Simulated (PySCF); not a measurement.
**C4H12GeS: NMR shifts at several levels of theory**

Aim: compute the NMR shifts of C4H12GeS (`C[C](C)(C)[GeH2][SH]`) at several levels, and see how far they spread and what each costs.

Computed with PySCF 2.14.0, with density-fitted response routines of our own, on a single molecule in the gas phase. Atoms are numbered from 0 throughout.

## (1) Starting geometry

18 atoms, charge 0, multiplicity 1; geometry from: GFN2-xTB.

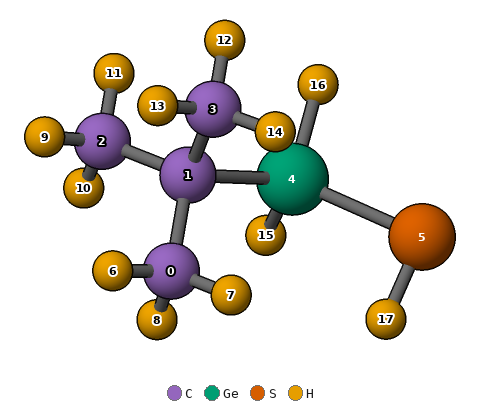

The starting geometry (carbon purple, germanium teal, sulfur orange, hydrogen amber), atoms numbered.

## (2) Optimising the geometry at PBE0-D3(BJ)/def2-SVP

The job: settings as JSON, then the geometry in Å.

```
{"job": {"xc": "PBE0", "basis": "def2-SVP", "d3": "d3bj", "grid": 1, "kind": "geom"}, "charge": 0, "multiplicity": 1}
C      0.318878    -1.184186    -0.922591
C     -0.328012    -0.114317    -0.051880
C     -1.528605     0.486192    -0.771057
C     -0.760101    -0.714150     1.279226
Ge     1.002974     1.381465     0.291336
S      2.908831     0.707835     1.195921
H     -0.401570    -1.964647    -1.165498
H      1.157508    -1.648788    -0.403427
H      0.681909    -0.753333    -1.856348
H     -2.278416    -0.281338    -0.959633
H     -1.230349     0.916505    -1.725872
H     -1.984644     1.270752    -0.169063
H     -1.227570     0.043687     1.907294
H     -1.478677    -1.517739     1.120507
H      0.096207    -1.123525     1.814976
H      1.336966     2.120907    -0.997696
H      0.463948     2.418068     1.251816
H      3.241962    -0.037070     0.150333
```

The program printed:

```text
step   0  E = -2633.78727553  max force = 0.013464
step   1  E = -2633.79087270  max force = 0.004018
step   2  E = -2633.79107647  max force = 0.000888
step   3  E = -2633.79109282  max force = 0.000341
step   4  E = -2633.79111197  max force = 0.000620
step   5  E = -2633.79112586  max force = 0.000923
step   6  E = -2633.79114493  max force = 0.000698
step   7  E = -2633.79115626  max force = 0.000239
optimisation converged
```

Wall time 3 min (1 thread, shared host).

Along the way:

| step | energy from step 0 (eV) | largest force component (eV/Å) |
| --- | --- | --- |
| 0 | 0.0000 | 0.6923 |
| 1 | -0.0979 | 0.2066 |
| 2 | -0.1034 | 0.0457 |
| 3 | -0.1039 | 0.0175 |
| 4 | -0.1044 | 0.0319 |
| 5 | -0.1048 | 0.0475 |
| 6 | -0.1053 | 0.0359 |
| 7 | -0.1056 | 0.0123 |

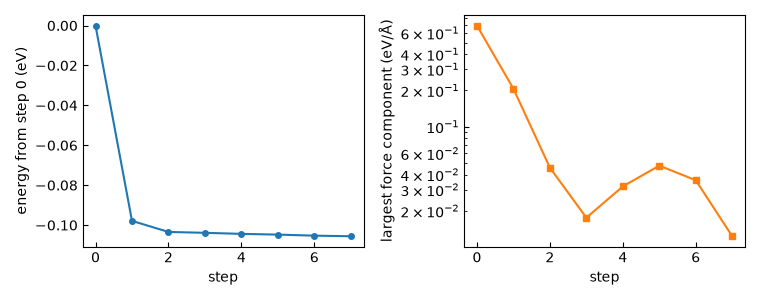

Energy and force, step by step.

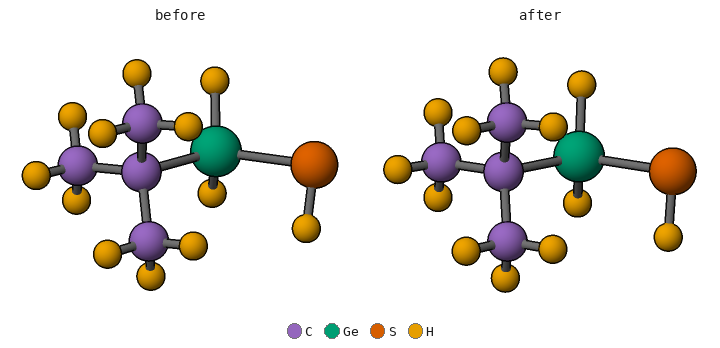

The geometry before (left) and after (right).

Close pairs (by a distance rule), those that changed most:

| bond | before (Å) | after (Å) | change (Å) |
| --- | --- | --- | --- |
| C1–Ge4 | 2.031 | 1.981 | -0.051 |
| Ge4–H16 | 1.512 | 1.541 | +0.028 |
| S5–H17 | 1.326 | 1.351 | +0.024 |
| Ge4–S5 | 2.215 | 2.239 | +0.024 |
| Ge4–H15 | 1.523 | 1.545 | +0.021 |
| C2–H9 | 1.089 | 1.105 | +0.015 |
| C0–H6 | 1.090 | 1.104 | +0.015 |
| C3–H13 | 1.090 | 1.104 | +0.015 |

The end geometry stands in the next job.

| at the end point | value |
| --- | --- |
| point group (found at 0.08 Å tolerance) | C1 |
| rotational constants (GHz, main isotopes) | 2.854, 1.273, 1.114 |
| dipole moment (D) | 1.96 |

## (3) Nuclear shieldings: KT2/pcSseg-1

The job: settings as JSON, then the geometry in Å.

```
{"job": {"kind": "nmr", "xc": "KT2", "basis": "pcSseg-1", "pop": false}, "charge": 0, "multiplicity": 1}
C      0.075722    -0.972125    -0.812465
C     -0.505096     0.120585     0.081845
C     -1.702367     0.789308    -0.590936
C     -0.895990    -0.456222     1.440674
Ge     0.881027     1.504438     0.375371
S      2.694088     0.599297     1.327297
H     -0.672013    -1.766598    -0.983754
H      0.957363    -1.443660    -0.349726
H      0.373920    -0.581870    -1.799382
H     -2.508805     0.053044    -0.757781
H     -1.438821     1.214131    -1.573184
H     -2.122976     1.599466     0.026832
H     -1.341857     0.308571     2.096733
H     -1.640977    -1.261855     1.315761
H     -0.023686    -0.881745     1.961697
H      1.289976     2.175042    -0.954598
H      0.402718     2.563941     1.386864
H      3.119906     0.002534     0.192914
```

Method: GIAO KT2/pcSseg-1 NMR shielding, non-relativistic, gas phase.

The program printed:

```text
coarse grid: 64120 points
cycle   1  E = -2648.9450460982  dE = -4.477e-01  |g| = 8.088e-01  |ddm| = 3.688e+00
cycle   2  E = -2648.7608646673  dE =  1.842e-01  |g| = 1.164e+00  |ddm| = 1.745e+00
cycle   3  E = -2649.0521919406  dE = -2.913e-01  |g| = 1.661e-01  |ddm| = 1.286e+00
cycle   4  E = -2649.0584731010  dE = -6.281e-03  |g| = 7.692e-02  |ddm| = 2.757e-01
cycle   5  E = -2649.0598682115  dE = -1.395e-03  |g| = 1.673e-02  |ddm| = 9.273e-02
cycle   6  E = -2649.0599543162  dE = -8.610e-05  |g| = 4.915e-03  |ddm| = 3.137e-02
cycle   7  E = -2649.0599613096  dE = -6.993e-06  |g| = 1.335e-03  |ddm| = 7.180e-03
final grid: 134080 points
cycle   8  E = -2649.0599695752  dE =  1.978e-07  |g| = 1.885e-03  |ddm| = 4.395e-03
cycle   9  E = -2649.0599685710  dE =  1.004e-06  |g| = 2.819e-03  |ddm| = 4.562e-03
cycle  10  E = -2649.0599702369  dE = -1.666e-06  |g| = 3.458e-04  |ddm| = 3.055e-03
cycle  11  E = -2649.0599702704  dE = -3.351e-08  |g| = 3.863e-05  |ddm| = 4.497e-04
cycle  12  E = -2649.0599702708  dE = -3.988e-10  |g| = 5.375e-06  |ddm| = 5.155e-05
converged SCF energy = -2649.0599702708

GIAO shielding tensors (ppm)
atom      isotropic    diamagn.    paramagn.     s11        s22        s33       span
  0 C      155.792     249.060     -93.268    139.520    144.934    182.921     43.401
  1 C      153.101     247.679     -94.578    147.972    150.592    160.740     12.768
  2 C      155.067     247.802     -92.735    138.853    140.460    185.887     47.034
  3 C      155.578     248.006     -92.428    137.745    145.548    183.441     45.696
  4 Ge    1385.054    2763.286   -1378.232   1211.728   1404.140   1539.294    327.567
  5 S      752.000    1059.079    -307.079    675.353    721.420    859.227    183.874
  6 H       30.417      31.335      -0.918     26.849     27.631     36.772      9.923
  7 H       29.786      32.403      -2.617     24.449     30.336     34.573     10.124
  8 H       30.257      31.987      -1.730     26.102     27.819     36.849     10.747
  9 H       30.041      30.300      -0.259     26.377     27.101     36.644     10.267
 10 H       30.012      30.888      -0.876     25.650     27.865     36.521     10.870
 11 H       29.987      30.693      -0.707     25.475     27.907     36.578     11.103
 12 H       30.184      31.026      -0.842     25.885     27.776     36.890     11.006
 13 H       30.436      30.692      -0.256     26.815     27.643     36.848     10.033
 14 H       29.303      30.976      -1.672     23.886     29.841     34.183     10.297
 15 H       26.340      30.009      -3.669     19.481     22.436     37.103     17.622
 16 H       26.674      29.980      -3.307     20.092     22.562     37.367     17.275
 17 H       31.185      30.042       1.144     22.846     28.373     42.338     19.492
```

Run time: 61 s. Hardware: 1 thread, shared host.

Shifts follow as δ = σ(reference) − σ, with reference shieldings (ppm) from runs at the same level and on the same kind of geometry: ¹H TMS 31.18, ¹³C TMS 183.2, ³³S CS2 519, ⁷³Ge GeMe4 1323. The references are single molecules in the gas phase. Atoms listed in one row are averaged.

| atoms | environment | σ (ppm) | δ (ppm) |
| --- | --- | --- | --- |
| C1 | fully substituted sp3 carbon bonded to Ge | 153.1 | 30.1 |
| C0, C2, C3 | methyl carbon | 155.5 | 27.7 |
| H15, H16 | hydrogen on a germanium bonded to C, S | 26.51 | 4.67 |
| H6, H7, H8, H9, H10 and 4 more | hydrogen on a methyl carbon | 30.05 | 1.13 |
| H17 | hydrogen on a sulfur bonded to Ge | 31.19 | -0.01 |
| Ge4 | germanium bonded to C, S, 2 H | 1385 | -62 |
| S5 | sulfur bonded to Ge, H | 752 | -233 |

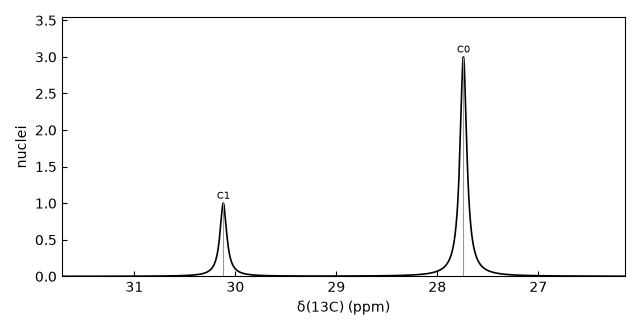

¹³C lines at the computed shifts, without couplings. Lines are broadened to a width of 0.08 ppm (Lorentzian).

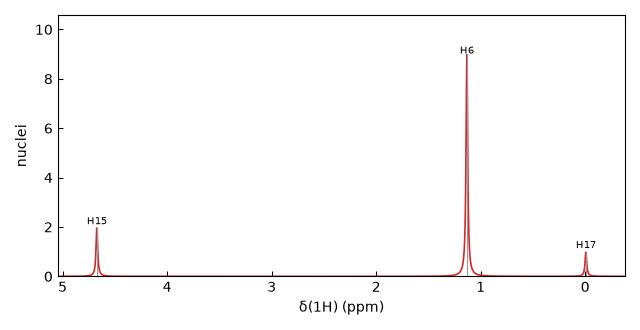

¹H lines at the computed shifts, without couplings. Lines are broadened to a width of 0.02 ppm (Lorentzian).

## (4) NMR shieldings: KT3/pcSseg-1

The job, as its differences from that of step 3:

```diff
@@ -1,2 +1,2 @@
-{"job": {"kind": "nmr", "xc": "KT2", "basis": "pcSseg-1", "pop": false}, "charge": 0, "multiplicity": 1}
+{"job": {"kind": "nmr", "xc": "KT3", "basis": "pcSseg-1", "pop": false}, "charge": 0, "multiplicity": 1}
 C      0.075722    -0.972125    -0.812465
```

Level: GIAO KT3/pcSseg-1 NMR shielding, non-relativistic, gas phase.

The program printed:

```text
coarse grid: 64120 points
cycle   1  E = -2647.9241562376  dE = -4.828e-01  |g| = 7.859e-01  |ddm| = 3.707e+00
cycle   2  E = -2647.7467798539  dE =  1.774e-01  |g| = 1.127e+00  |ddm| = 1.835e+00
cycle   3  E = -2648.0333019069  dE = -2.865e-01  |g| = 1.571e-01  |ddm| = 1.303e+00
cycle   4  E = -2648.0386077134  dE = -5.306e-03  |g| = 7.755e-02  |ddm| = 2.594e-01
cycle   5  E = -2648.0400642566  dE = -1.457e-03  |g| = 1.499e-02  |ddm| = 9.289e-02
cycle   6  E = -2648.0401324934  dE = -6.824e-05  |g| = 4.685e-03  |ddm| = 2.825e-02
cycle   7  E = -2648.0401385782  dE = -6.085e-06  |g| = 1.259e-03  |ddm| = 6.656e-03
final grid: 134080 points
cycle   8  E = -2648.0401511322  dE =  1.516e-07  |g| = 1.809e-03  |ddm| = 4.353e-03
cycle   9  E = -2648.0401501954  dE =  9.368e-07  |g| = 2.698e-03  |ddm| = 4.373e-03
cycle  10  E = -2648.0401517679  dE = -1.572e-06  |g| = 3.282e-04  |ddm| = 2.916e-03
cycle  11  E = -2648.0401517974  dE = -2.948e-08  |g| = 3.246e-05  |ddm| = 4.040e-04
cycle  12  E = -2648.0401517977  dE = -2.910e-10  |g| = 5.291e-06  |ddm| = 4.758e-05
converged SCF energy = -2648.0401517977

GIAO shielding tensors (ppm)
atom      isotropic    diamagn.    paramagn.     s11        s22        s33       span
  0 C      155.912     248.388     -92.476    140.460    145.554    181.722     41.263
  1 C      154.088     248.276     -94.188    149.667    152.054    160.544     10.878
  2 C      155.067     246.940     -91.873    139.746    141.035    184.421     44.675
  3 C      155.744     247.282     -91.538    138.941    146.073    182.218     43.277
  4 Ge    1378.720    2762.907   -1384.186   1215.348   1396.608   1524.205    308.857
  5 S      744.916    1059.181    -314.264    662.388    709.365    862.995    200.607
  6 H       30.574      31.469      -0.894     26.988     27.816     36.919      9.931
  7 H       29.976      32.540      -2.564     24.670     30.483     34.774     10.105
  8 H       30.422      32.173      -1.751     26.340     28.007     36.918     10.578
  9 H       30.235      30.351      -0.116     26.576     27.339     36.792     10.216
 10 H       30.207      30.988      -0.781     25.895     28.057     36.668     10.773
 11 H       30.181      30.746      -0.564     25.729     28.095     36.720     10.991
 12 H       30.347      31.108      -0.761     26.126     27.954     36.960     10.834
 13 H       30.591      30.780      -0.189     26.961     27.816     36.995     10.034
 14 H       29.513      31.087      -1.573     24.119     29.997     34.425     10.306
 15 H       26.725      30.329      -3.604     19.934     22.825     37.415     17.480
 16 H       27.055      30.267      -3.212     20.517     22.961     37.688     17.170
 17 H       31.509      30.317       1.192     23.242     28.785     42.501     19.260
```

Run time: 82 s. Hardware: 1 thread, shared host.

This run: δ C1 28.2, C0 26.7, Ge4 -59, S5 -229, H15 4.43, H6 1.09 ppm (means over like atoms).

## (5) Nuclear shieldings: B97-D/pcSseg-1

The job, as its differences from that of step 4:

```diff
@@ -1,2 +1,2 @@
-{"job": {"kind": "nmr", "xc": "KT3", "basis": "pcSseg-1", "pop": false}, "charge": 0, "multiplicity": 1}
+{"job": {"kind": "nmr", "xc": "B97-D", "basis": "pcSseg-1", "pop": false}, "charge": 0, "multiplicity": 1}
 C      0.075722    -0.972125    -0.812465
```

Method: GIAO B97-D/pcSseg-1 NMR shielding, non-relativistic, gas phase.

The program printed:

```text
coarse grid: 64120 points
cycle   1  E = -2635.4198053805  dE = -4.933e-01  |g| = 9.616e-01  |ddm| = 3.721e+00
cycle   2  E = -2635.2055216472  dE =  2.143e-01  |g| = 1.341e+00  |ddm| = 1.870e+00
cycle   3  E = -2635.5417173464  dE = -3.362e-01  |g| = 1.927e-01  |ddm| = 1.404e+00
cycle   4  E = -2635.5500831861  dE = -8.366e-03  |g| = 9.039e-02  |ddm| = 3.069e-01
cycle   5  E = -2635.5519512649  dE = -1.868e-03  |g| = 1.948e-02  |ddm| = 1.037e-01
cycle   6  E = -2635.5520620646  dE = -1.108e-04  |g| = 5.277e-03  |ddm| = 3.471e-02
cycle   7  E = -2635.5520705093  dE = -8.445e-06  |g| = 1.779e-03  |ddm| = 8.650e-03
final grid: 134080 points
cycle   8  E = -2635.5520760759  dE =  7.177e-07  |g| = 2.767e-03  |ddm| = 5.603e-03
cycle   9  E = -2635.5520732841  dE =  2.792e-06  |g| = 4.376e-03  |ddm| = 6.924e-03
cycle  10  E = -2635.5520777148  dE = -4.431e-06  |g| = 4.628e-04  |ddm| = 4.674e-03
cycle  11  E = -2635.5520777724  dE = -5.751e-08  |g| = 4.154e-05  |ddm| = 5.343e-04
cycle  12  E = -2635.5520777728  dE = -4.857e-10  |g| = 8.561e-06  |ddm| = 6.500e-05
converged SCF energy = -2635.5520777728

GIAO shielding tensors (ppm)
atom      isotropic    diamagn.    paramagn.     s11        s22        s33       span
  0 C      151.877     248.241     -96.364    136.188    141.368    178.076     41.888
  1 C      148.405     247.587     -99.182    143.020    145.312    156.882     13.862
  2 C      151.077     246.590     -95.513    135.575    136.793    180.863     45.288
  3 C      151.718     247.010     -95.292    134.634    141.918    178.602     43.968
  4 Ge    1309.537    2760.691   -1451.153   1132.955   1329.227   1466.430    333.475
  5 S      722.959    1058.267    -335.308    639.991    685.606    843.279    203.288
  6 H       30.610      31.479      -0.869     27.074     27.908     36.848      9.774
  7 H       30.029      32.621      -2.592     24.841     30.562     34.684      9.843
  8 H       30.480      32.191      -1.711     26.493     28.082     36.864     10.372
  9 H       30.271      30.303      -0.032     26.662     27.415     36.736     10.074
 10 H       30.258      30.938      -0.680     26.032     28.130     36.611     10.579
 11 H       30.232      30.665      -0.432     25.867     28.166     36.664     10.797
 12 H       30.404      31.057      -0.653     26.277     28.031     36.905     10.628
 13 H       30.630      30.759      -0.130     27.051     27.911     36.927      9.876
 14 H       29.573      31.117      -1.544     24.298     30.072     34.348     10.050
 15 H       26.586      30.166      -3.580     19.777     22.708     37.271     17.494
 16 H       26.929      30.058      -3.129     20.388     22.853     37.546     17.158
 17 H       31.510      30.506       1.004     23.326     28.907     42.297     18.972
```

Run time: 76 s. Hardware: 1 thread, shared host.

In short: δ C1 30.8, C0 27.6, Ge4 -51, S5 -226, H15 4.65, H6 1.13 ppm (means over like atoms).

[end of part 1 of 2]
